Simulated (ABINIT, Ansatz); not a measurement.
**Ranks, solvers and switches in ABINIT: SrTiO3 (Tausonite)**

Aim: time the self-energy step for SrTiO3 (Tausonite) over ranks and options.

Main program and level: ABINIT 10.8.3; PBE and many-body steps on it, plane waves.

### Step 1. The structure

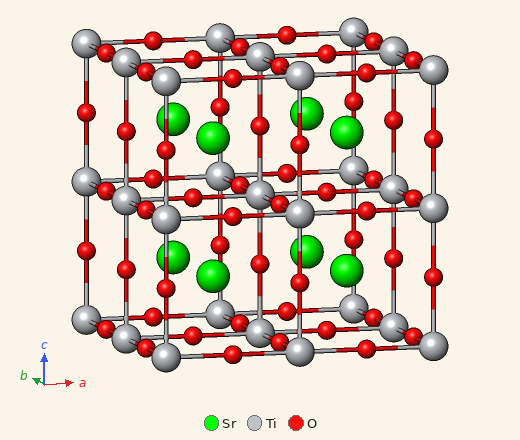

The cell as given, slightly off an axis (strontium green, titanium light grey, oxygen red). 2×2×2 cells are drawn. Some periodic images of atoms are drawn too.

Coordinates:

```cif
data_structure
_symmetry_space_group_name_H-M 'Pm-3m'
_symmetry_Int_Tables_number 221
_cell_length_a 3.9053
_cell_length_b 3.9053
_cell_length_c 3.9053
_cell_angle_alpha 90.000
_cell_angle_beta 90.000
_cell_angle_gamma 90.000
_cell_volume 59.56
loop_
_atom_site_label
_atom_site_type_symbol
_atom_site_symmetry_multiplicity
_atom_site_Wyckoff_symbol
_atom_site_fract_x
_atom_site_fract_y
_atom_site_fract_z
_atom_site_occupancy
Sr1 Sr 1 b 0.50000 0.50000 0.50000 1
Ti1 Ti 1 a 0.00000 0.00000 0.00000 1
O1 O 3 d 0.50000 0.00000 0.00000 1
```

The cell and positions come from the Crystallography Open Database and are kept as given unless a step says otherwise.

### Step 2. Base

This step: ABINIT 10.8.3; G0W0 on PBE, plane waves, norm-conserving pseudopotentials.

The self-energy is evaluated for the states that the input lists, and the levels follow from it, in one-shot runs by the linearised quasiparticle equation.

run.abi

```
acell 3*1.0 Angstrom
rprim 
  3.905280000000 0.000000000000 0.000000000000
  0.000000000000 3.905280000000 0.000000000000
  0.000000000000 0.000000000000 3.905280000000
ntypat 3
znucl 38 22 8
natom 5
typat 1 2 3 3 3
xred 
  0.500000000000 0.500000000000 0.500000000000
  0.000000000000 0.000000000000 0.000000000000
  0.500000000000 0.000000000000 0.000000000000
  0.000000000000 0.500000000000 0.000000000000
  0.000000000000 0.000000000000 0.500000000000
pp_dirpath "pseudos"
pseudos "Sr.upf, Ti.upf, O.upf"
ecut 38
ngkpt 4 4 4
nshiftk 1
shiftk 0 0 0
kptopt 1
chksymbreak 0
istwfk *1
occopt 1
irdwfk 1
optdriver 4
nband 197
gwcalctyp 0
ecutsigx 38
symsigma 1
nkptgw 2
kptgw 
  0.5000000000 0.5000000000 0.5000000000
  0.0000000000 0.0000000000 0.0000000000
bdgw 
  18 23
  18 23
ecuteps 7
irdscr 1
ppmodel 1
indata_prefix "in"
outdata_prefix "out"
tmpdata_prefix "tmp"
```

Run with:

```sh
> OMP_NUM_THREADS=1 mpirun -n 56 abinit run.abi > log
```

The program printed:

```text
.Version 10.8.3 of ABINIT. v10.8.2 released Aug 2026.

 Symmetries : space group Pm -3 m (#221); Bravais cP (primitive cubic)
[... echo of the input left out ...]
== DATASET  1 ==================================================================
-   mpi_nproc: 56, omp_nthreads: 1 (-1 if OMP is not activated)

--- !DatasetInfo
iteration_state: {dtset: 1, }
dimensions: {natom: 5, nkpt: 10, mband: 197, nsppol: 1, nspinor: 1, nspden: 1, mpw: 4632, }
cutoff_energies: {ecut:  38.0, pawecutdg:  -1.0, }
electrons: {nelect:   4.00000000E+01, charge:   0.00000000E+00, occopt:   1.00000000E+00, tsmear:   1.00000000E-02, }

 SIGMA: Calculation of the GW corrections

 Based on a program developped by R.W. Godby, V. Olevano, G. Onida, and L. Reining.
 Incorporated in ABINIT by V. Olevano, G.-M. Rignanese, and M. Torrent.
.Using double precision arithmetic ; gwpc =  8

[... cell and pseudopotentials left out ...]
--------------------------------------------------------------------------------

 ==== K-mesh for the wavefunctions ====
 Number of points in the irreducible wedge :    10
[... list of points left out ...]
 Together with 48 symmetry operations and time-reversal symmetry
 yields    64 points in the full Brillouin Zone.

 ==== Q-mesh for screening function ====
 Number of points in the irreducible wedge :    10
[... list of points left out ...]
 Together with 48 symmetry operations and time-reversal symmetry
 yields    64 points in the full Brillouin Zone.

 vcoul_init : cutoff-mode = AUXILIARY_FUNCTION
 q-points for optical limit:   1
     1)      0.000010    0.000020    0.000030
 setmesh: FFT mesh size selected  =    45x   45x   45
          total number of points  =        91125

 Number of electrons calculated from density =   40.0000; Expected =   40.0000
 average of density, n =  0.099519
 r_s =    1.3387
 omega_plasma =   30.4305 [eV]

 === KS Band Gaps ===
  >>>> For spin  1
   Minimum direct gap =   2.2628 [eV], located at k-point      :   0.0000  0.0000  0.0000
   Fundamental gap    =   1.9077 [eV], Top of valence bands at :   0.5000  0.5000  0.5000
                                       Bottom of conduction at :   0.0000  0.0000  0.0000
 SIGMA fundamental parameters:
 PLASMON POLE MODEL  1
 number of plane-waves for SigmaX                 4457
 number of plane-waves for SigmaC and W            365
 number of plane-waves for wavefunctions          4457
 number of bands                                   197
 number of independent spin polarizations            1
 number of spinorial components                      1
 number of k-points in IBZ                          10
 number of q-points in IBZ                          10
 number of symmetry operations                      48
 number of k-points in BZ                           64
 number of q-points in BZ                           64
 number of frequencies for dSigma/dE                 9
 frequency step for dSigma/dE [eV]                0.25
 number of omega for Sigma on real axis              0
 max omega for Sigma on real axis  [eV]           0.00
 zcut for avoiding poles [eV]                     0.10

 EPSILON^-1 parameters (SCR file):
 dimension of the eps^-1 matrix on file            365
 dimension of the eps^-1 matrix used               365
 number of plane-waves for wavefunctions          4457
 number of bands                                   197
 number of q-points in IBZ                          10
 number of frequencies                               2
 number of real frequencies                          1
 number of imag frequencies                          1

 matrix elements of self-energy operator (all in [eV])

 Perturbative Calculation

--- !SelfEnergy_ee
iteration_state: {dtset: 1, }
kpoint     : [   0.500,    0.500,    0.500, ]
spin       : 1
KS_gap     :    4.517
QP_gap     :    6.363
Delta_QP_KS:    1.846
data: !SigmaeeData |
     Band     E0 <VxcDFT>   SigX SigC(E0)      Z dSigC/dE  Sig(E)    E-E0       E
       18   6.925 -20.195 -25.189   4.746   0.767  -0.305 -20.384  -0.190   6.736
       19   6.925 -20.195 -25.189   4.746   0.767  -0.305 -20.384  -0.190   6.736
       20   6.925 -20.195 -25.189   4.746   0.767  -0.305 -20.384  -0.190   6.736
[...]
--- !SelfEnergy_ee
iteration_state: {dtset: 1, }
kpoint     : [   0.000,    0.000,    0.000, ]
spin       : 1
KS_gap     :    2.263
QP_gap     :    3.853
Delta_QP_KS:    1.590
data: !SigmaeeData |
     Band     E0 <VxcDFT>   SigX SigC(E0)      Z dSigC/dE  Sig(E)    E-E0       E
[...]
22   8.833 -18.883 -11.450  -5.663   0.781  -0.281 -17.500   1.382  10.215
       23   8.833 -18.883 -11.450  -5.663   0.781  -0.281 -17.500   1.382  10.215

== END DATASET(S) ==============================================================
================================================================================

 -outvars: echo values of variables after computation  --------
           etotal      0.0000000000E+00
            nband         197
             nkpt          10
          spgroup         221
 [... the other variables as echoed above ...]

 Calculation completed.
```

Run time: 13 s. Hardware: 56 MPI ranks of Arm Neoverse N1, host not shared; peak memory 11 GiB.

Numbers from this step:

| Quantity | Value |
| --- | --- |
| G0W0 gap on the points computed | 3.479 eV |
| starting gap on the mesh | 1.908 eV |
| k of the valence top | 0.5, 0.5, 0.5 |
| k of the conduction bottom | 0, 0, 0 |
| Z at the valence top | 0.767 |
| Z at the conduction bottom | 0.781 |
| least direct G0W0 gap on the computed points | 3.852 eV |

The gap on the mesh goes from 1.91 eV to 3.48 eV, a correction of +1.57 eV.

### Step 3. Ranks (16 × 1)

run.abi is that of step 2.

Run with:

```sh
> OMP_NUM_THREADS=1 mpirun -n 16 abinit run.abi > log
```

The program printed:

```text
.Version 10.8.3 of ABINIT. v10.8.2 released Aug 2026.

 Symmetries : space group Pm -3 m (#221); Bravais cP (primitive cubic)
[... echo of the input left out ...]
== DATASET  1 ==================================================================
-   mpi_nproc: 16, omp_nthreads: 1 (-1 if OMP is not activated)

--- !DatasetInfo
iteration_state: {dtset: 1, }
dimensions: {natom: 5, nkpt: 10, mband: 197, nsppol: 1, nspinor: 1, nspden: 1, mpw: 4632, }
cutoff_energies: {ecut:  38.0, pawecutdg:  -1.0, }
[...]
Band     E0 <VxcDFT>   SigX SigC(E0)      Z dSigC/dE  Sig(E)    E-E0       E
[...]
22   8.833 -18.883 -11.450  -5.663   0.781  -0.281 -17.500   1.382  10.215
       23   8.833 -18.883 -11.450  -5.663   0.781  -0.281 -17.500   1.382  10.215

== END DATASET(S) ==============================================================
================================================================================

 -outvars: echo values of variables after computation  --------
           etotal      0.0000000000E+00
            nband         197
             nkpt          10
          spgroup         221
 [... the other variables as echoed above ...]

 Calculation completed.
```

The job ended after 24 s (16 MPI ranks; peak memory 3.9 GiB; 6.5 min of CPU time).

Numbers from this step:

```yaml
g0w0_gap_on_the_points_computed: 3.479 eV
starting_gap_on_the_mesh: 1.908 eV
k_of_the_valence_top: 0.5, 0.5, 0.5
k_of_the_conduction_bottom: 0, 0, 0
least_direct_g0w0_gap_on_the_computed_points: 3.852 eV
```

Against G0W0 in ABINIT (4×4×4 mesh, 197 bands, screening to 190.5 eV, Godby-Needs plasmon pole), the gap moves by +0.000 eV.

### Step 4. Ranks (8 × 1)

run.abi is that of step 3.

Run with:

```sh
> OMP_NUM_THREADS=1 mpirun -n 8 abinit run.abi > log
```

The program printed:

```text
.Version 10.8.3 of ABINIT. v10.8.2 released Aug 2026.

 Symmetries : space group Pm -3 m (#221); Bravais cP (primitive cubic)
[... echo of the input left out ...]
== DATASET  1 ==================================================================
-   mpi_nproc: 8, omp_nthreads: 1 (-1 if OMP is not activated)

--- !DatasetInfo
iteration_state: {dtset: 1, }
dimensions: {natom: 5, nkpt: 10, mband: 197, nsppol: 1, nspinor: 1, nspden: 1, mpw: 4632, }
cutoff_energies: {ecut:  38.0, pawecutdg:  -1.0, }
[...]
Band     E0 <VxcDFT>   SigX SigC(E0)      Z dSigC/dE  Sig(E)    E-E0       E
[...]
22   8.833 -18.883 -11.450  -5.663   0.781  -0.281 -17.500   1.382  10.215
       23   8.833 -18.883 -11.450  -5.663   0.781  -0.281 -17.500   1.382  10.215

== END DATASET(S) ==============================================================
================================================================================

 -outvars: echo values of variables after computation  --------
           etotal      0.0000000000E+00
            nband         197
             nkpt          10
          spgroup         221
 [... the other variables as echoed above ...]

 Calculation completed.
```

The job ended after 39 s (8 MPI ranks; peak memory 2.4 GiB).

Numbers from this step:

* G0W0 gap on the points computed: 3.479 eV
* starting gap on the mesh: 1.908 eV
* k of the valence top: 0.5, 0.5, 0.5
* k of the conduction bottom: 0, 0, 0
* least direct G0W0 gap on the computed points: 3.852 eV

Against G0W0 in ABINIT (4×4×4 mesh, 197 bands, screening to 190.5 eV, Godby-Needs plasmon pole), the gap moves by +0.000 eV.

### Step 5. Ranks (4 × 1)

run.abi is that of step 4.

Run with:

```sh
> OMP_NUM_THREADS=1 mpirun -n 4 abinit run.abi > log
```

The program printed:

```text
.Version 10.8.3 of ABINIT. v10.8.2 released Aug 2026.

 Symmetries : space group Pm -3 m (#221); Bravais cP (primitive cubic)
[... echo of the input left out ...]
== DATASET  1 ==================================================================
-   mpi_nproc: 4, omp_nthreads: 1 (-1 if OMP is not activated)

--- !DatasetInfo
iteration_state: {dtset: 1, }
dimensions: {natom: 5, nkpt: 10, mband: 197, nsppol: 1, nspinor: 1, nspden: 1, mpw: 4632, }
cutoff_energies: {ecut:  38.0, pawecutdg:  -1.0, }
[...]
Band     E0 <VxcDFT>   SigX SigC(E0)      Z dSigC/dE  Sig(E)    E-E0       E
[...]
22   8.833 -18.883 -11.450  -5.663   0.781  -0.281 -17.500   1.382  10.215
       23   8.833 -18.883 -11.450  -5.663   0.781  -0.281 -17.500   1.382  10.215

== END DATASET(S) ==============================================================
================================================================================

 -outvars: echo values of variables after computation  --------
           etotal      0.0000000000E+00
            nband         197
             nkpt          10
          spgroup         221
 [... the other variables as echoed above ...]

 Calculation completed.
```

The job ended after 72 s (4 MPI ranks; peak memory 1.7 GiB).

This step gave:

```yaml
g0w0_gap_on_the_points_computed: 3.479 eV
starting_gap_on_the_mesh: 1.908 eV
k_of_the_valence_top: 0.5, 0.5, 0.5
k_of_the_conduction_bottom: 0, 0, 0
least_direct_g0w0_gap_on_the_computed_points: 3.852 eV
```

Against G0W0 in ABINIT (4×4×4 mesh, 197 bands, screening to 190.5 eV, Godby-Needs plasmon pole), the gap moves by +0.000 eV.

### Step 6. Ranks (2 × 1)

run.abi is that of step 5.

Run with:

```sh
> OMP_NUM_THREADS=1 mpirun -n 2 abinit run.abi > log
```

The program printed:

```text
.Version 10.8.3 of ABINIT. v10.8.2 released Aug 2026.

 Symmetries : space group Pm -3 m (#221); Bravais cP (primitive cubic)
[... echo of the input left out ...]
== DATASET  1 ==================================================================
-   mpi_nproc: 2, omp_nthreads: 1 (-1 if OMP is not activated)

--- !DatasetInfo
iteration_state: {dtset: 1, }
dimensions: {natom: 5, nkpt: 10, mband: 197, nsppol: 1, nspinor: 1, nspden: 1, mpw: 4632, }
cutoff_energies: {ecut:  38.0, pawecutdg:  -1.0, }
[...]
Band     E0 <VxcDFT>   SigX SigC(E0)      Z dSigC/dE  Sig(E)    E-E0       E
[...]
22   8.833 -18.883 -11.450  -5.663   0.781  -0.281 -17.500   1.382  10.215
       23   8.833 -18.883 -11.450  -5.663   0.781  -0.281 -17.500   1.382  10.215

== END DATASET(S) ==============================================================
================================================================================

 -outvars: echo values of variables after computation  --------
           etotal      0.0000000000E+00
            nband         197
             nkpt          10
          spgroup         221
 [... the other variables as echoed above ...]

 Calculation completed.
```

Run time: 2.3 min. Hardware: 2 MPI ranks; peak memory 1.3 GiB.

This step gave:

```yaml
g0w0_gap_on_the_points_computed: 3.479 eV
starting_gap_on_the_mesh: 1.908 eV
k_of_the_valence_top: 0.5, 0.5, 0.5
k_of_the_conduction_bottom: 0, 0, 0
least_direct_g0w0_gap_on_the_computed_points: 3.852 eV
```

Against G0W0 in ABINIT (4×4×4 mesh, 197 bands, screening to 190.5 eV, Godby-Needs plasmon pole), the gap moves by +0.000 eV.

### Step 7. Ranks (1 × 1)

run.abi is that of step 6.

Run with:

```sh
> OMP_NUM_THREADS=1 abinit run.abi > log
```

The program printed:

```text
.Version 10.8.3 of ABINIT. v10.8.2 released Aug 2026.

 Symmetries : space group Pm -3 m (#221); Bravais cP (primitive cubic)
[... echo of the input left out ...]
== DATASET  1 ==================================================================
-   mpi_nproc: 1, omp_nthreads: 1 (-1 if OMP is not activated)

--- !DatasetInfo
iteration_state: {dtset: 1, }
dimensions: {natom: 5, nkpt: 10, mband: 197, nsppol: 1, nspinor: 1, nspden: 1, mpw: 4632, }
cutoff_energies: {ecut:  38.0, pawecutdg:  -1.0, }
[...]
Band     E0 <VxcDFT>   SigX SigC(E0)      Z dSigC/dE  Sig(E)    E-E0       E
[...]
22   8.833 -18.883 -11.450  -5.663   0.781  -0.281 -17.500   1.382  10.215
       23   8.833 -18.883 -11.450  -5.663   0.781  -0.281 -17.500   1.382  10.215

== END DATASET(S) ==============================================================
================================================================================

 -outvars: echo values of variables after computation  --------
           etotal      0.0000000000E+00
            nband         197
             nkpt          10
          spgroup         221
 [... the other variables as echoed above ...]

 Calculation completed.
```

Run time: 4.4 min. Hardware: 1 MPI rank; peak memory 1.1 GiB.

Numbers from this step:

```yaml
g0w0_gap_on_the_points_computed: 3.479 eV
starting_gap_on_the_mesh: 1.908 eV
k_of_the_valence_top: 0.5, 0.5, 0.5
k_of_the_conduction_bottom: 0, 0, 0
least_direct_g0w0_gap_on_the_computed_points: 3.852 eV
```

Against G0W0 in ABINIT (4×4×4 mesh, 197 bands, screening to 190.5 eV, Godby-Needs plasmon pole), the gap moves by +0.000 eV.

### Step 8. Threads in place of ranks (14 × 4)

run.abi is that of step 7.

Run with:

```sh
> OMP_NUM_THREADS=4 mpirun -n 14 abinit run.abi > log
```

The program printed:

```text
.Version 10.8.3 of ABINIT. v10.8.2 released Aug 2026.

 Symmetries : space group Pm -3 m (#221); Bravais cP (primitive cubic)
[... echo of the input left out ...]
== DATASET  1 ==================================================================
-   mpi_nproc: 14, omp_nthreads: 4 (-1 if OMP is not activated)

--- !DatasetInfo
iteration_state: {dtset: 1, }
dimensions: {natom: 5, nkpt: 10, mband: 197, nsppol: 1, nspinor: 1, nspden: 1, mpw: 4632, }
cutoff_energies: {ecut:  38.0, pawecutdg:  -1.0, }
[...]
Band     E0 <VxcDFT>   SigX SigC(E0)      Z dSigC/dE  Sig(E)    E-E0       E
[...]
22   8.833 -18.883 -11.450  -5.663   0.781  -0.281 -17.500   1.382  10.215
       23   8.833 -18.883 -11.450  -5.663   0.781  -0.281 -17.500   1.382  10.215

== END DATASET(S) ==============================================================
================================================================================

 -outvars: echo values of variables after computation  --------
           etotal      0.0000000000E+00
            nband         197
             nkpt          10
          spgroup         221
 [... the other variables as echoed above ...]

 Calculation completed.
```

Wall time 14 s (14 MPI ranks); peak memory 3.6 GiB; 6 min of CPU time.

Numbers from this step:

```yaml
g0w0_gap_on_the_points_computed: 3.479 eV
starting_gap_on_the_mesh: 1.908 eV
k_of_the_valence_top: 0.5, 0.5, 0.5
k_of_the_conduction_bottom: 0, 0, 0
least_direct_g0w0_gap_on_the_computed_points: 3.852 eV
```

Against G0W0 in ABINIT (4×4×4 mesh, 197 bands, screening to 190.5 eV, Godby-Needs plasmon pole), the gap moves by +0.000 eV.

### Step 9. No symmetry

Changes to run.abi since step 8:

```diff
@@ -30,3 +30,3 @@
 ecutsigx 38
-symsigma 1
+symsigma 0
 nkptgw 2
```

Run with:

```sh
> OMP_NUM_THREADS=1 mpirun -n 56 abinit run.abi > log
```

The program printed:

```text
.Version 10.8.3 of ABINIT. v10.8.2 released Aug 2026.

 Symmetries : space group Pm -3 m (#221); Bravais cP (primitive cubic)
[... echo of the input left out ...]
== DATASET  1 ==================================================================
-   mpi_nproc: 56, omp_nthreads: 1 (-1 if OMP is not activated)

--- !DatasetInfo
iteration_state: {dtset: 1, }
dimensions: {natom: 5, nkpt: 10, mband: 197, nsppol: 1, nspinor: 1, nspden: 1, mpw: 4632, }
cutoff_energies: {ecut:  38.0, pawecutdg:  -1.0, }
[...]
Band     E0 <VxcDFT>   SigX SigC(E0)      Z dSigC/dE  Sig(E)    E-E0       E
[...]
22   8.833 -18.883 -11.450  -5.663   0.781  -0.281 -17.501   1.382  10.215
       23   8.833 -18.883 -11.450  -5.662   0.781  -0.281 -17.500   1.383  10.215

== END DATASET(S) ==============================================================
================================================================================

 -outvars: echo values of variables after computation  --------
           etotal      0.0000000000E+00
            nband         197
             nkpt          10
          spgroup         221
 [... the other variables as echoed above ...]

 Calculation completed.
```

Elapsed: 46 s, on 56 MPI ranks; peak memory 12 GiB; 43 min of CPU time.

Numbers from this step:

* G0W0 gap on the points computed: 3.479 eV
* starting gap on the mesh: 1.908 eV
* k of the valence top: 0.5, 0.5, 0.5
* k of the conduction bottom: 0, 0, 0
* least direct G0W0 gap on the computed points: 3.852 eV

Against G0W0 in ABINIT (4×4×4 mesh, 197 bands, screening to 190.5 eV, Godby-Needs plasmon pole), the gap moves by +0.000 eV.

[end of part 1 of 2]

[Paths, hosts, dates, memory and timing lines, banners, echoed tables and standing remarks are left out of the program output.]

[Logs are printed without paths, hosts, clocks, repeated set-up lines and the standing remarks that a program may print on its own settings, such as how far it seeks lower states.]

[Runs of the session that timed out or met a known fault of the program may be left out.]

[Hosts, paths, dates, database ids (printed as entryN), source tags and the programs' standing remarks are cut or masked in the printed files.]

[G0W0 gaps are taken among the corrected bands and points alone; a level outside them can change the order at an edge.]

[Where Ansatz stands beside ABINIT at settings called matched, ABINIT's density can come from a denser mesh and the files from another edition; pairs whose starting gaps differed by over 0.03 eV were left out, so agreement reads better than it is.]
